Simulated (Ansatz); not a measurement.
Al$_{4}$H$_{14}$P$_{4}$ (Al4P4 wurtzite atom sphere)

```yaml
atoms:
  - { symbol: Al, position_ang: [-2.0365, -1.1685, -1.3675] }
  - { symbol: P, position_ang: [-1.8452, -1.0675, 1.1189] }
  - { symbol: Al, position_ang: [2.0273, -1.1811, -1.3717] }
  - { symbol: P, position_ang: [-0.0016, -0.0045, -1.9079] }
  - { symbol: P, position_ang: [1.8514, -1.0632, 1.1150] }
  - { symbol: Al, position_ang: [0.0031, 0.0052, 2.2174] }
  - { symbol: Al, position_ang: [0.0036, 2.3422, -1.3776] }
  - { symbol: P, position_ang: [-0.0009, 2.1373, 1.1097] }
  - { symbol: H, position_ang: [-1.9454, -2.7260, -1.6891] }
  - { symbol: H, position_ang: [-3.3314, -0.2943, -1.6788] }
  - { symbol: H, position_ang: [-1.9319, -2.3647, 1.6915] }
  - { symbol: H, position_ang: [-3.0152, -0.5081, 1.6987] }
  - { symbol: H, position_ang: [1.9197, -2.7402, -1.6809] }
  - { symbol: H, position_ang: [3.3279, -0.3212, -1.6982] }
  - { symbol: H, position_ang: [-0.0028, -0.0076, -3.3331] }
  - { symbol: H, position_ang: [1.9494, -2.3562, 1.6952] }
  - { symbol: H, position_ang: [3.0214, -0.4929, 1.6843] }
  - { symbol: H, position_ang: [0.0047, 0.0087, 3.8036] }
  - { symbol: H, position_ang: [-1.3938, 3.0360, -1.6996] }
  - { symbol: H, position_ang: [1.4051, 3.0297, -1.6950] }
  - { symbol: H, position_ang: [-1.0792, 2.8646, 1.6809] }
  - { symbol: H, position_ang: [1.0704, 2.8723, 1.6844] }
```

Geometry: r2SCAN-D4/def2-SVP.

Method: Ansatz 0.2.0, RKS PBE0-D4/def2-TZVP.

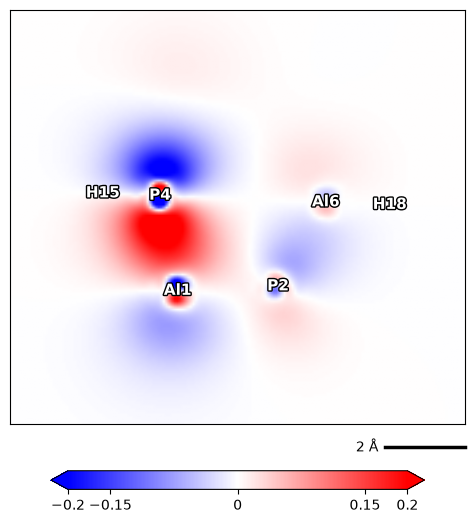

Figure 1. The HOMO on the plane of atoms P2, Al6 and H18 (values in Å⁻³ᐟ²; the overall sign is arbitrary).

Where does this orbital lie, and at what energy?

Answer. It lies mainly on P4 (about 35 %), Al1 (about 10 %), Al3 (about 10 %), Al7 (about 10 %) and H9 (about 5 %). It is one of a degenerate set, so its orientation is arbitrary. Its energy is −7.45 eV.

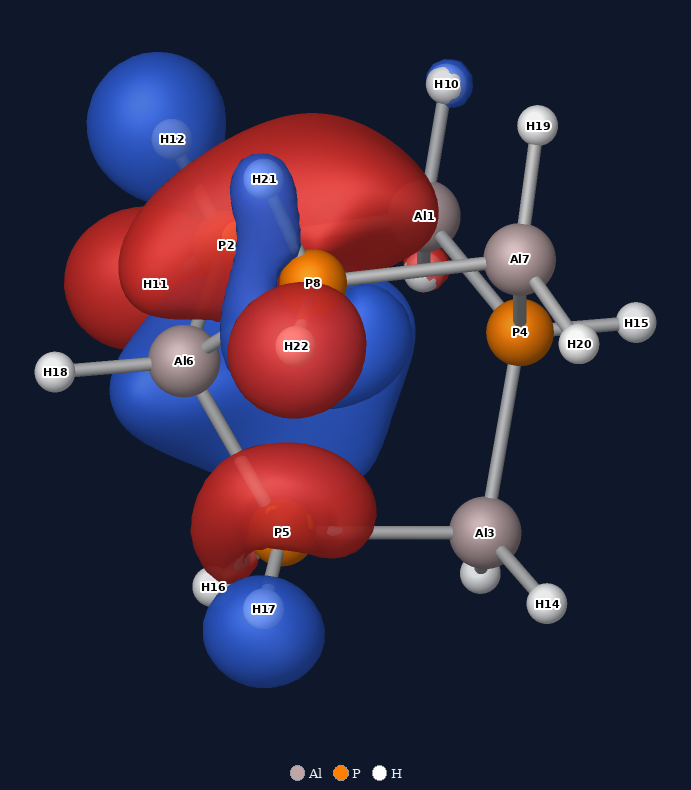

Figure 2. The LUMO at ±0.08 Å⁻³ᐟ² (blue and red are the two phases), seen at a tilt.

Describe this orbital and give its energy.

Answer. By Hirshfeld shares it lies mainly on P2 (about 25 %), Al6 (about 10 %), P5 (about 10 %) and P8 (about 10 %). It is one of a degenerate set, so its orientation is arbitrary. Its energy is −1.38 eV.
